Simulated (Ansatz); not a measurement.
AlCu$_{6}$

The calculation's input:

```
crystal:
  lattice:
    - [3.428220946, 1.979284286, 2.1128532072]
    - [-3.428220946, 1.979284286, 2.1128532072]
    - [0.0, -3.958568572, 2.1128532072]
  atoms:
    - { symbol: Al, position: [0.0, 0.0, 0.0] }
    - { symbol: Cu, position: [0.2864472015, 0.1441768478, 0.571938867] }
    - { symbol: Cu, position: [0.7135527985, 0.8558231522, 0.428061133] }
    - { symbol: Cu, position: [0.571938867, 0.2864472015, 0.1441768478] }
    - { symbol: Cu, position: [0.428061133, 0.7135527985, 0.8558231522] }
    - { symbol: Cu, position: [0.1441768478, 0.571938867, 0.2864472015] }
    - { symbol: Cu, position: [0.8558231522, 0.428061133, 0.7135527985] }
basis:
  ecutwfc: 420
kpoints:
  mp_grid: { grid: [6, 6, 6] }
  band_path:
    path:
      - [[0.0, 0.0, 0.0], [0.5, 0.0, 0.0], [0.5, -0.5, 0.5], [0.35658682, -0.64341318, 0.35658682]]
      - [[0.35658682, 0.35658682, 0.35658682], [0.0, 0.0, 0.0], [0.5, -0.5, 0.0]]
    npoints: 14
hamiltonian:
  xc: pbe
scf:
  occupations: { method: gaussian, width: 0.1 }
  n_extra_bands: 17
output:
  forces: true
  stress: true
  eigenvalues: true
  populations: true
  dos: { projected: true, de: 0.02, nscf_kmesh: { grid: [8, 8, 8] } }
  bader: true
  write_density: true
  write_potential: true
  elf: true
  volumetric_format: npy
```

Launched as:

```sh
ansatz run input.yaml --threads 1 --pin off --max-ram 2560MiB --backend cpu --events-out ev --progress --plain --runs-dir out
```

Below, planes, directions and counts refer to the conventional cell (a = 6.86 Å, b = 6.86 Å, c = 6.34 Å, α = 90.00°, β = 90.00°, γ = 120.00°).

Space group R-3; a generated structure, not necessarily the stable one; computed without spin polarisation.

Theory: DFT PBE, scalar-relativistic, plane waves, PAW (Ansatz 0.2.0).

What will maps of the valence pseudo-density and electron localisation function show?

Cu–Cu (2.59 Å): ρ at the midpoint is about 0.26 e/Å³; the ELF is about 0.25 at the midpoint: no localised pair shows between them.
Al–Cu (2.59 Å): ρ is about 0.26 e/Å³ halfway; the ELF is about 0.40 at the midpoint.
Bader's partition of the density gives Al +1.43 and Cu −0.24 e.

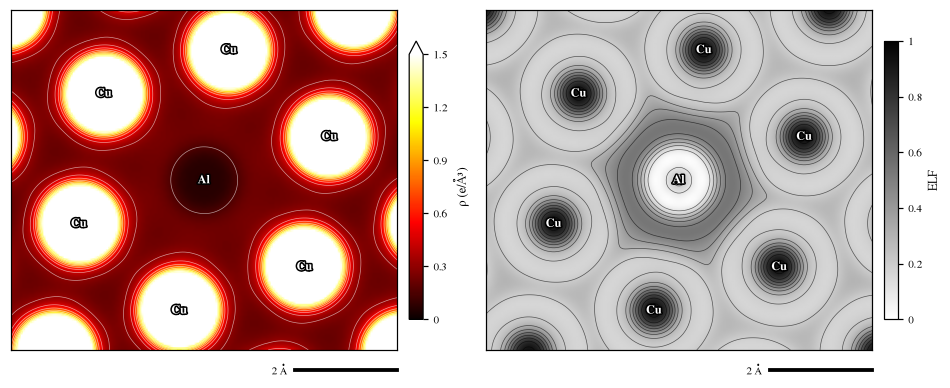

Computed valence pseudo-density and electron localisation function on the (001) plane of the conventional cell, in this order. 
